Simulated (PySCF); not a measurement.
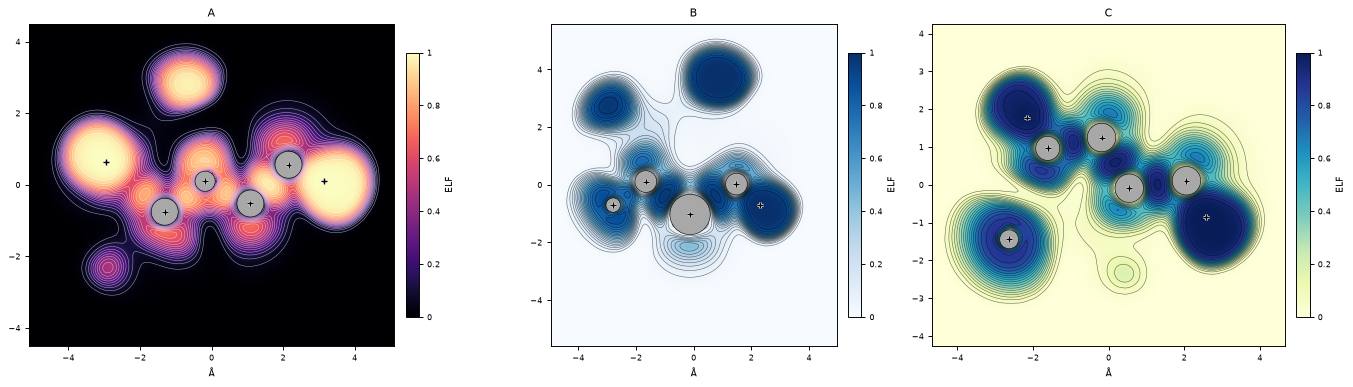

The ELF of 3 systems, each on a plane through atoms (crosses mark nuclei in the plane; grey discs cover the cores).

Computed with PBE0/pcSseg-1, SCF density, gas phase, non-relativistic (PySCF).

System 1: C₄H₁₁F₂NSi, the plane of atoms C1, C2 and C3. Geometry: GFN2-xTB.

| atom | x (Å) | y (Å) | z (Å) |
| --- | --- | --- | --- |
| C | -0.8689 | -1.8850 | 0.9825 |
| C | -0.2971 | -0.8296 | 0.0422 |
| C | -1.2740 | 0.3304 | -0.1448 |
| N | -0.6398 | 1.2904 | -1.0314 |
| C | 1.0220 | -0.2572 | 0.5499 |
| Si | 1.6147 | 1.2680 | -0.4084 |
| F | 1.7779 | 1.0355 | -1.9956 |
| F | 3.2059 | 1.2551 | -0.0612 |
| H | -1.0798 | -1.4501 | 1.9576 |
| H | -0.1586 | -2.6972 | 1.1157 |
| H | -1.7933 | -2.2987 | 0.5831 |
| H | -0.1242 | -1.2861 | -0.9387 |
| H | -1.4418 | 0.8169 | 0.8190 |
| H | -2.2397 | -0.0274 | -0.5263 |
| H | -0.6158 | 0.9400 | -1.9823 |
| H | -1.1099 | 2.1876 | -1.0307 |
| H | 0.9099 | 0.0096 | 1.6016 |
| H | 1.7920 | -1.0278 | 0.5096 |
| H | 1.3106 | 2.6348 | -0.0492 |

System 2: C₄H₁₁F₃Si₃, the plane of atoms C4, Si10 and C8. Geometry: GFN2-xTB.

```xyz
21

F    -0.1652    0.6441   -1.9182
C    -1.4221    0.2910   -1.5215
F    -1.8300   -0.6439   -2.4170
C    -1.4296   -0.2650   -0.1181
C    -1.2085    0.8501    0.9054
Si    0.4476    1.8127    0.7807
Si    2.1959    0.2996    0.6751
C     1.5581   -1.2286   -0.3214
F     2.3897   -2.3236   -0.0469
Si   -0.2415   -1.7693    0.0412
H    -2.0590    1.1801   -1.6583
H    -2.4426   -0.6616    0.0186
H    -1.2706    0.4043    1.8999
H    -2.0391    1.5594    0.8420
H     0.3438    2.7727   -0.3255
H     0.4741    2.6410    1.9978
H     3.4223    0.7768    0.0234
H     2.5977   -0.2475    1.9791
H     1.6889   -1.0462   -1.3926
H    -0.3414   -2.2107    1.4367
H    -0.6773   -2.8185   -0.8809
```

System 3: C₅H₁₂F₂OSi, the plane of atoms C2, C1 and H12. Geometry: GFN2-xTB.

```xyz
21

C    -2.4833   -1.0376   -0.3363
C    -1.6090    0.2053   -0.3484
O    -0.3803   -0.1107    0.2683
C     0.6373    0.8827    0.2003
C     0.5067    1.9148    1.3149
C     1.9328    0.0769    0.2666
Si    1.5056   -1.5958   -0.5114
F     2.8916   -2.3041   -0.9308
F     0.8569   -1.3876   -1.9630
H    -2.6381   -1.3712    0.6860
H    -1.9950   -1.8319   -0.8936
H    -3.4454   -0.8181   -0.7904
H    -1.4296    0.5326   -1.3832
H    -2.1030    1.0248    0.1930
H     0.5708    1.3849   -0.7770
H    -0.4197    2.4767    1.2192
H     1.3404    2.6101    1.2691
H     0.5139    1.4146    2.2806
H     2.2337   -0.0526    1.3052
H     2.7451    0.5927   -0.2432
H     0.7596   -2.5895    0.2152
```

Q: Match each panel to its system.

A: Panel A is system 3, C₅H₁₂F₂OSi: the plane holds C, O and H. C–O (1.41 Å): the ELF peaks at about 0.90 between the atoms, as expected for a polar covalent bond. Panel B is system 2, C₄H₁₁F₃Si₃: the plane holds C, F, Si and H. C–Si (1.91 Å): the ELF peaks at about 0.95 between the atoms (a shared electron pair). Panel C is system 1, C₄H₁₁F₂NSi: the plane holds C, N, F and H. C–N (1.45 Å): the ELF peaks at about 0.95 between the atoms: a shared electron pair.
